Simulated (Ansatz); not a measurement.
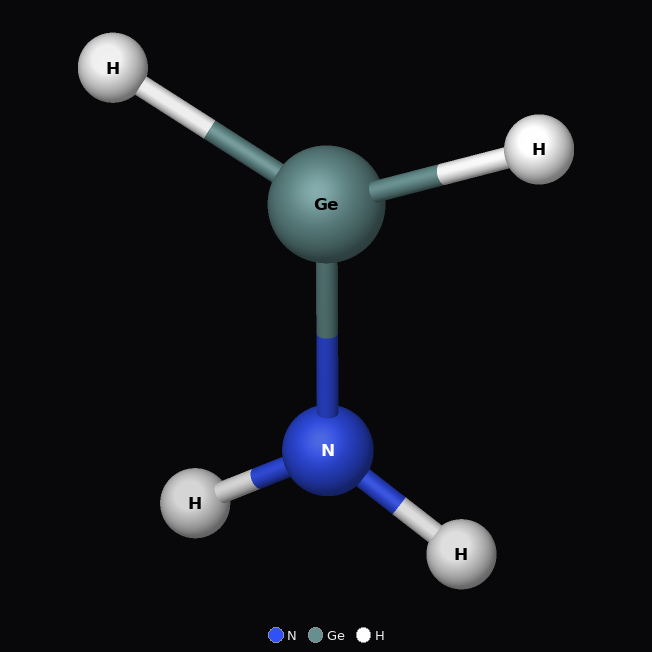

Charge +1, singlet. The geometry was computed by an optimisation with PBE0-D4/def2-TZVP. No frequency run is at hand to confirm it as a minimum. Properties computed with RKS PBE0-D4/def2-TZVPP (Ansatz 0.2.0).

Computed properties:

The species is GeH₄N⁺.
- HOMO energy (Kohn–Sham orbital): −14.87 eV
- LUMO energy (Kohn–Sham orbital): −8.21 eV
- HOMO–LUMO gap: 6.66 eV
